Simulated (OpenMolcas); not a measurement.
# Run report: TiH, relativistic diatomic calculation

System: TiH.
Method: SA-CASSCF(5,7)/XMS-CASPT2 + RASSI spin-orbit (X2C scalar, AMFI), ANO-RCC-VTZP (OpenMolcas).

## Results in brief

| quantity | value |
| --- | --- |
| outcome | converged |
| lowest spin-free state | ⁴Σ |
| lowest spin-orbit level | Ω = 3/2, −853.64477 hartree |
| next level | Ω = 1/2, 0 cm⁻¹ |
| hardware | 1 thread of Arm Neoverse V1, 24 GiB of memory available, shared host |
| wall time | 19 s |
| peak memory | 0.2 GiB |

## Input file
```
&GATEWAY
Coord
2
angstrom
Ti 0.0 0.0 0.0
H 0.0 0.0 1.7540
Basis=ANO-RCC-VTZP
Group=XY
RX2C
AMFI
ANGMom
0.0 0.0 0.0
RICD
&SEWARD
&GUESSORB
&RASSCF
FileOrb=$CurrDir/o41.orb
Symmetry=1
Spin=4
nActEl=5 0 0
Inactive=5 4
RAS2=5 2
CIRoot=7 7 1
Linear
Iterations=120 100
OrbListing=Nothing
PRWF=0.15
>>COPY $Project.RasOrb $CurrDir/o41.orb
>>COPY $Project.rasscf.h5 $CurrDir/r41.h5
&CASPT2
XMultistate=all
Imaginary=0.2
IPEA=0.25
MaxIter=40
>>COPY $Project.JobMix JOB001
&RASSI
Nr of JobIphs=1 7
1 2 3 4 5 6 7
SpinOrbit
EJob
Omega
MEES
MESO
Properties=4
'AngMom' 3 'Mltpl  1' 1 'Mltpl  1' 2 'Mltpl  1' 3
Thrs=1.0d-4
>>COPY $Project.rassi.h5 $CurrDir/so.h5
```

The first orbital files come from an earlier step.

Command:
```bash
pymolcas m.inp (one call a module block, same work directory)
```

## Output (extracts)
```
++    Wave function specifications:
      Number of closed shell electrons          18
      Number of electrons in active shells       5
      Number of inactive orbitals                9
      Number of active orbitals                  7
      Number of secondary orbitals              57
      Spin quantum number                      1.5
      State symmetry                             1
++    Orbital specifications:
      Symmetry species                           1   2
                                                 a   b
      Frozen orbitals                            0   0
      Inactive orbitals                          5   4
      Active orbitals                            5   2
      RAS2 orbitals                              5   2
      Secondary orbitals                        29  28
      Number of basis functions                 39  34
      printout of CI-coefficients larger than  0.15 for root  1
      energy=    -853.297916
      conf/sym  11111 22     Coeff  Weight
             5  2uu0u 00  -0.74492 0.55490
            40  2000u uu  -0.66381 0.44064
      printout of CI-coefficients larger than  0.15 for root  2
      energy=    -853.289457
      conf/sym  11111 22     Coeff  Weight
            10  20uuu 00  -0.99887 0.99774
      printout of CI-coefficients larger than  0.15 for root  3
      energy=    -853.289456
      conf/sym  11111 22     Coeff  Weight
             8  2u0uu 00  -0.99887 0.99774
      printout of CI-coefficients larger than  0.15 for root  4
      energy=    -853.257487
      conf/sym  11111 22     Coeff  Weight
             5  2uu0u 00  -0.65913 0.43445
            40  2000u uu   0.74520 0.55533
      printout of CI-coefficients larger than  0.15 for root  5
      energy=    -853.240484
      conf/sym  11111 22     Coeff  Weight
            20  2u000 uu   0.99878 0.99757
      printout of CI-coefficients larger than  0.15 for root  6
      energy=    -853.240483
      conf/sym  11111 22     Coeff  Weight
            22  20u00 uu   0.99878 0.99757
      printout of CI-coefficients larger than  0.15 for root  7
      energy=    -853.225146
      conf/sym  11111 22     Coeff  Weight
             1  2uuu0 00   0.90721 0.82303
            28  200u0 uu   0.40773 0.16624
      Natural orbitals and occupation numbers for root  1
      sym 1:   1.994240   0.558428   0.558428   0.004118   0.999420
      sym 2:   0.442683   0.442683
      Natural orbitals and occupation numbers for root  2
      sym 1:   1.996021   0.000039   1.000000   0.999999   0.999978
      sym 2:   0.001982   0.001982
      Natural orbitals and occupation numbers for root  3
      sym 1:   1.996021   1.000000   0.000039   0.999999   0.999978
      sym 2:   0.001982   0.001982
      Natural orbitals and occupation numbers for root  4
      sym 1:   1.994642   0.442420   0.442420   0.009956   0.993553
      sym 2:   0.558505   0.558505
      Natural orbitals and occupation numbers for root  5
      sym 1:   1.995839   1.000000   0.000041   0.004077   0.000043
      sym 2:   1.000000   1.000000
      Natural orbitals and occupation numbers for root  6
      sym 1:   1.995839   0.000041   1.000000   0.004077   0.000043
      sym 2:   1.000000   1.000000
      Natural orbitals and occupation numbers for root  7
      sym 1:   1.995754   0.831821   0.831821   0.994985   0.005652
      sym 2:   0.169983   0.169983
      RASSCF energy for state  7                   -853.22514635
::    RASSCF root number  1 Total energy:   -853.29791597
::    RASSCF root number  2 Total energy:   -853.28945652
::    RASSCF root number  3 Total energy:   -853.28945614
::    RASSCF root number  4 Total energy:   -853.25748722
::    RASSCF root number  5 Total energy:   -853.24048363
::    RASSCF root number  6 Total energy:   -853.24048333
::    RASSCF root number  7 Total energy:   -853.22514635
      Von Neumann Entropy (Root   1) =  2.51359
++    Wave function specifications:
      Number of closed shell electrons           6
      Number of electrons in active shells       5
      Number of inactive orbitals                3
      Number of active orbitals                  7
      Number of secondary orbitals              57
      Spin quantum number                      1.5
      State symmetry                             1
      Number of CSFs                           104
      Number of CASSCF root(s) available         7
      CASPT2 state passed to geometry opt.       7
      A file JOBMIX will be created
      This is a MULTI-STATE CASSCF reference
      Number of CI roots used                    7
      These are:                                 1   2   3   4   5   6   7
      Off-diagonal elements of Heff are computed
  FINAL CASPT2 RESULT:
      Reference energy:        -853.2979159678
      E2 (Non-variational):      -0.3286287660
      Shift correction:          -0.0029996618
      E2 (Variational):          -0.3316284277
      Total energy:            -853.6295443956
      Reference weight:           0.92128
  FINAL CASPT2 RESULT:
      Reference energy:        -853.2894565225
      E2 (Non-variational):      -0.3296962217
      Shift correction:          -0.0041801247
      E2 (Variational):          -0.3338763464
      Total energy:            -853.6233328689
      Reference weight:           0.91454
  FINAL CASPT2 RESULT:
      Reference energy:        -853.2894561440
      E2 (Non-variational):      -0.3296897362
      Shift correction:          -0.0041665168
      E2 (Variational):          -0.3338562530
      Total energy:            -853.6233123969
      Reference weight:           0.91459
  FINAL CASPT2 RESULT:
      Reference energy:        -853.2574872204
      E2 (Non-variational):      -0.3509816320
      Shift correction:          -0.0073681054
      E2 (Variational):          -0.3583497374
      Total energy:            -853.6158369578
      Reference weight:           0.88949
  FINAL CASPT2 RESULT:
      Reference energy:        -853.2404836324
      E2 (Non-variational):      -0.3486692271
      Shift correction:          -0.0020071531
      E2 (Variational):          -0.3506763802
      Total energy:            -853.5911600126
      Reference weight:           0.92823
  FINAL CASPT2 RESULT:
      Reference energy:        -853.2404833330
      E2 (Non-variational):      -0.3486450603
      Shift correction:          -0.0020003995
      E2 (Variational):          -0.3506454598
      Total energy:            -853.5911287928
      Reference weight:           0.92828
  FINAL CASPT2 RESULT:
      Reference energy:        -853.2251463533
      E2 (Non-variational):      -0.3562714057
      Shift correction:          -0.0050450193
      E2 (Variational):          -0.3613164250
      Total energy:            -853.5864627783
      Reference weight:           0.91475
       Total XMS-CASPT2 energies:
::    XMS-CASPT2 Root  1     Total energy:   -853.64476946
::    XMS-CASPT2 Root  2     Total energy:   -853.62333310
::    XMS-CASPT2 Root  3     Total energy:   -853.62331232
::    XMS-CASPT2 Root  4     Total energy:   -853.60623176
::    XMS-CASPT2 Root  5     Total energy:   -853.59116004
::    XMS-CASPT2 Root  6     Total energy:   -853.59112860
::    XMS-CASPT2 Root  7     Total energy:   -853.58084292
  SPIN-FREE ENERGIES:
  (Shifted by EMIN (a.u.) =       -853.6447694635)
 SF State       Relative EMIN(au)   Rel lowest level(eV)    D:o, cm**(-1)      Abs_M
     1             0.0000000000        0.0000000000              0.0000         0.0
     2             0.0214363676        0.5833132786           4704.7389         2.0
     3             0.0214571417        0.5838785698           4709.2983         2.0
     4             0.0385376989        1.0486642086           8458.0473         0.0
     5             0.0536094275        1.4587868381          11765.9093         2.0
     6             0.0536408585        1.4596421200          11772.8077         2.0
     7             0.0639265470        1.7395299624          14030.2553         0.0
++ Dipole transition strengths (spin-free states):
     for osc. strength at least  1.00000000E-05
      From   To        Osc. strength     Einstein coefficients Ax, Ay, Az (sec-1)    Total A (sec-1)
         1    4       6.37895053E-03  0.00000000E+00  0.00000000E+00  3.04390907E+05  3.04390907E+05
         1    7       1.62665225E-02  0.00000000E+00  0.00000000E+00  2.13583695E+06  2.13583695E+06
         4    7       6.26129402E-03  0.00000000E+00  0.00000000E+00  1.29676410E+05  1.29676410E+05
 Electric-quadrupole - electric-quadrupole not included
 Electric-dipole - electric-octupole not included
 Electric-dipole - magnetic-quadrupole not included
   Eigenvalues of complex Hamiltonian:
  (Shifted by EMIN (a.u.) =       -853.6447694635)
 SO State       Relative EMIN(au)   Rel lowest level(eV)    D:o, cm**(-1)      Omega
     1            -0.0000000000        0.0000000000              0.0000         1.5
     2            -0.0000000000        0.0000000000              0.0000         0.5
     3            -0.0000000000        0.0000000000              0.0000         0.5
     4            -0.0000000000        0.0000000000              0.0000         1.5
     5             0.0209772936        0.5708212380           4603.9838         0.5
     6             0.0209772936        0.5708212380           4603.9838         0.5
     7             0.0212899615        0.5793293654           4672.6065         1.5
     8             0.0212899615        0.5793293654           4672.6065         1.5
     9             0.0216035478        0.5878624830           4741.4307         2.5
    10             0.0216035478        0.5878624830           4741.4307         2.5
    11             0.0219162157        0.5963706105           4810.0534         3.5
    12             0.0219162157        0.5963706105           4810.0534         3.5
    13             0.0385376988        1.0486642082           8458.0472         1.5
    14             0.0385376989        1.0486642086           8458.0472         0.5
    15             0.0385376989        1.0486642086           8458.0472         0.5
    16             0.0385376988        1.0486642082           8458.0472         1.5
    17             0.0531555432        1.4464360171          11666.2932         0.5
    18             0.0531555432        1.4464360171          11666.2932         0.5
    19             0.0534679101        1.4549359525          11734.8499         1.5
    20             0.0534679101        1.4549359525          11734.8499         1.5
    21             0.0537823760        1.4634930056          11803.8671         2.5
    22             0.0537823760        1.4634930056          11803.8671         2.5
    23             0.0540947428        1.4719929412          11872.4237         3.5
    24             0.0540947428        1.4719929412          11872.4237         3.5
    25             0.0639265470        1.7395299627          14030.2553         1.5
    26             0.0639265470        1.7395299624          14030.2553         0.5
    27             0.0639265470        1.7395299624          14030.2553         0.5
    28             0.0639265470        1.7395299627          14030.2553         1.5
 Weights of the five most important spin-orbit-free states for each spin-orbit state.
 SO State  Total energy (au)           Spin-free states, spin, and weights
    1        -0.000000       1 1.5  1.0000    6 1.5  0.0000    5 1.5  0.0000    3 1.5  0.0000    2 1.5  0.0000
    2        -0.000000       1 1.5  1.0000    6 1.5  0.0000    5 1.5  0.0000    3 1.5  0.0000    2 1.5  0.0000
    3        -0.000000       1 1.5  1.0000    6 1.5  0.0000    5 1.5  0.0000    3 1.5  0.0000    2 1.5  0.0000
    4        -0.000000       1 1.5  1.0000    6 1.5  0.0000    5 1.5  0.0000    3 1.5  0.0000    2 1.5  0.0000
    5         0.020977       2 1.5  0.5111    3 1.5  0.4889    5 1.5  0.0000    6 1.5  0.0000    4 1.5  0.0000
    6         0.020977       2 1.5  0.5111    3 1.5  0.4889    5 1.5  0.0000    6 1.5  0.0000    4 1.5  0.0000
    7         0.021290       2 1.5  0.5331    3 1.5  0.4669    5 1.5  0.0000    6 1.5  0.0000    4 1.5  0.0000
    8         0.021290       2 1.5  0.5331    3 1.5  0.4669    5 1.5  0.0000    6 1.5  0.0000    4 1.5  0.0000
    9         0.021604       3 1.5  0.5331    2 1.5  0.4669    6 1.5  0.0000    5 1.5  0.0000    4 1.5  0.0000
   10         0.021604       3 1.5  0.5331    2 1.5  0.4669    6 1.5  0.0000    5 1.5  0.0000    4 1.5  0.0000
   11         0.021916       3 1.5  0.5111    2 1.5  0.4889    6 1.5  0.0000    5 1.5  0.0000    4 1.5  0.0000
   12         0.021916       3 1.5  0.5111    2 1.5  0.4889    6 1.5  0.0000    5 1.5  0.0000    4 1.5  0.0000
   13         0.038538       4 1.5  1.0000    6 1.5  0.0000    5 1.5  0.0000    3 1.5  0.0000    2 1.5  0.0000
   14         0.038538       4 1.5  1.0000    6 1.5  0.0000    5 1.5  0.0000    3 1.5  0.0000    2 1.5  0.0000
   15         0.038538       4 1.5  1.0000    6 1.5  0.0000    5 1.5  0.0000    3 1.5  0.0000    2 1.5  0.0000
   16         0.038538       4 1.5  1.0000    6 1.5  0.0000    5 1.5  0.0000    3 1.5  0.0000    2 1.5  0.0000
   17         0.053156       5 1.5  0.5167    6 1.5  0.4833    4 1.5  0.0000    7 1.5  0.0000    2 1.5  0.0000
   18         0.053156       5 1.5  0.5167    6 1.5  0.4833    4 1.5  0.0000    7 1.5  0.0000    2 1.5  0.0000
   19         0.053468       5 1.5  0.5500    6 1.5  0.4500    4 1.5  0.0000    7 1.5  0.0000    2 1.5  0.0000
   20         0.053468       5 1.5  0.5500    6 1.5  0.4500    4 1.5  0.0000    7 1.5  0.0000    2 1.5  0.0000
   21         0.053782       6 1.5  0.5500    5 1.5  0.4500    7 1.5  0.0000    4 1.5  0.0000    3 1.5  0.0000
   22         0.053782       6 1.5  0.5500    5 1.5  0.4500    7 1.5  0.0000    4 1.5  0.0000    3 1.5  0.0000
   23         0.054095       6 1.5  0.5167    5 1.5  0.4833    7 1.5  0.0000    4 1.5  0.0000    3 1.5  0.0000
   24         0.054095       6 1.5  0.5167    5 1.5  0.4833    7 1.5  0.0000    4 1.5  0.0000    3 1.5  0.0000
   25         0.063927       7 1.5  1.0000    6 1.5  0.0000    5 1.5  0.0000    3 1.5  0.0000    2 1.5  0.0000
   26         0.063927       7 1.5  1.0000    6 1.5  0.0000    5 1.5  0.0000    3 1.5  0.0000    2 1.5  0.0000
   27         0.063927       7 1.5  1.0000    6 1.5  0.0000    5 1.5  0.0000    3 1.5  0.0000    2 1.5  0.0000
   28         0.063927       7 1.5  1.0000    6 1.5  0.0000    5 1.5  0.0000    3 1.5  0.0000    2 1.5  0.0000
++ Dipole transition strengths (SO states):
        for osc. strength at least   1.00000000E-05
      From   To        Osc. strength     Einstein coefficients Ax, Ay, Az (sec-1)    Total A (sec-1)
         1   13       6.37895050E-03  0.00000000E+00  0.00000000E+00  3.04390905E+05  3.04390905E+05
         1   25       1.62665224E-02  0.00000000E+00  0.00000000E+00  2.13583693E+06  2.13583693E+06
         2   14       6.37895053E-03  0.00000000E+00  0.00000000E+00  3.04390907E+05  3.04390907E+05
         2   26       1.62665225E-02  0.00000000E+00  0.00000000E+00  2.13583694E+06  2.13583694E+06
         3   15       6.37895053E-03  0.00000000E+00  0.00000000E+00  3.04390907E+05  3.04390907E+05
         3   27       1.62665225E-02  0.00000000E+00  0.00000000E+00  2.13583694E+06  2.13583694E+06
         4   16       6.37895050E-03  0.00000000E+00  0.00000000E+00  3.04390905E+05  3.04390905E+05
         4   28       1.62665224E-02  0.00000000E+00  0.00000000E+00  2.13583693E+06  2.13583693E+06
        13   25       6.26129401E-03  0.00000000E+00  0.00000000E+00  1.29676410E+05  1.29676410E+05
        14   26       6.26129402E-03  0.00000000E+00  0.00000000E+00  1.29676410E+05  1.29676410E+05
        15   27       6.26129402E-03  0.00000000E+00  0.00000000E+00  1.29676410E+05  1.29676410E+05
        16   28       6.26129401E-03  0.00000000E+00  0.00000000E+00  1.29676410E+05  1.29676410E+05
 Electric-quadrupole - electric-quadrupole not included
 Electric-dipole - electric-octupole not included
 Electric-dipole - magnetic-quadrupole not included
```

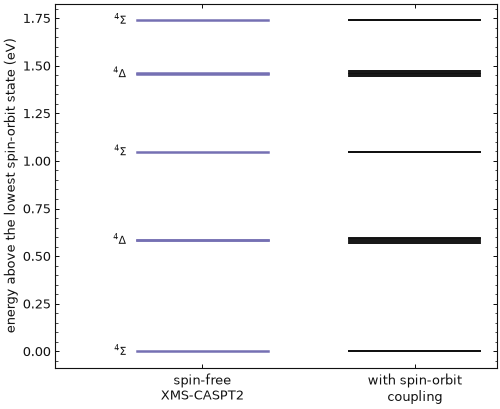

*States up to 2.5 eV at 1.754 Å, without spin-orbit coupling (left, a colour for each spin multiplicity) and with it (right, where close levels merge).*

The spin-free states run ⁴Σ (0.00 eV), ⁴Δ (0.58 eV), ⁴Σ (1.05 eV), ⁴Δ (1.46 eV), ⁴Σ (1.74 eV) from the lowest. The lowest spin-orbit levels have |Ω| = 3/2 (0 cm⁻¹), 1/2 (0 cm⁻¹), 1/2 (4,604 cm⁻¹), 3/2 (4,673 cm⁻¹), 5/2 (4,741 cm⁻¹).
